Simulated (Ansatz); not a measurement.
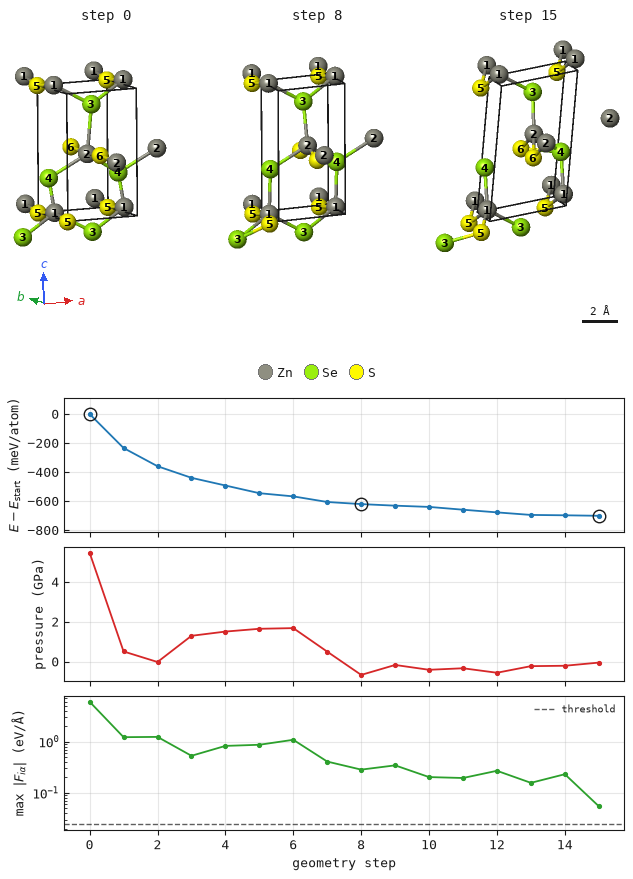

Frames of a relaxation of solid ZnSeS (a generated structure, set up in P1) (coarse preliminary run), marked on the history of the run. Style: ball-and-stick. Shown: the cell of the calculation, slightly off an axis.

Theory: DFT PBE, scalar-relativistic, plane waves, PAW (Ansatz). (plane-wave cutoff 420 eV; k-point mesh 6 × 6 × 4; occupations gaussian; smearing width 0.2 eV; no spin polarisation; cell and atoms relaxed; force threshold 0.025 eV/Å; at most 60 steps)

Q: What happens along the run?

A: The run was cut off at its time limit before the relaxation converged, so the last structure is only a point on the way. Over 15 geometry steps the energy falls by 701 meV per atom. Largest force component: 6 eV/Å at the start, 0.055 eV/Å at the end. Pressure: 5.46 GPa at the start and −0.05 GPa at the end. S5 moves most relative to the cell: 0.79 Å along [−1 1 −1]. By element the largest moves are S 0.79 Å, Zn 0.78 Å, Se 0.50 Å. The volume changes by −2.5 %, with a 4.365 → 5.127 Å (+17.4 %), b 4.724 → 4.046 Å (−14.3 %), c 7.340 → 7.798 Å (+6.2 %), α 88.6° → 86.1°, β 88.3° → 77.0°, γ 86.9° → 69.1°. Among the contacts that change: Se4–S6 3.324 → 2.321 Å, Se4–S5 3.037 → 3.900 Å, Zn2–Se4 2.661 → 3.488 Å, Zn1–Se3 2.498 → 3.318 Å. New bonds form, among them: Se3–S5 (3.02 → 2.28 Å). Bonds break, among them: Zn1–Se3 (2.50 → 3.32 Å), Zn2–Se4 (2.66 → 3.49 Å). Bond angles that change, for instance: S6–Zn2–S6 174.0° → 119.3°, Zn2–S6–Zn2 174.0° → 119.3°, S5–Zn1–S5 165.6° → 116.2°. The space group stays P1 (No. 1). The run took 9.6 min on 1 thread of Intel(R) Xeon(R) Gold 6455B (Sapphire Rapids) (shared host), peak memory 0.65 GiB. From step 0 to 8: S6 moves most (0.64 Å), volume +0.3 %, energy −620 meV per atom. From step 8 to 15: S5 moves most (0.44 Å), volume −2.8 %, energy −80.5 meV per atom.

Limits of the set-up: layers or molecules are held without a dispersion correction, so their spacing is unreliable.
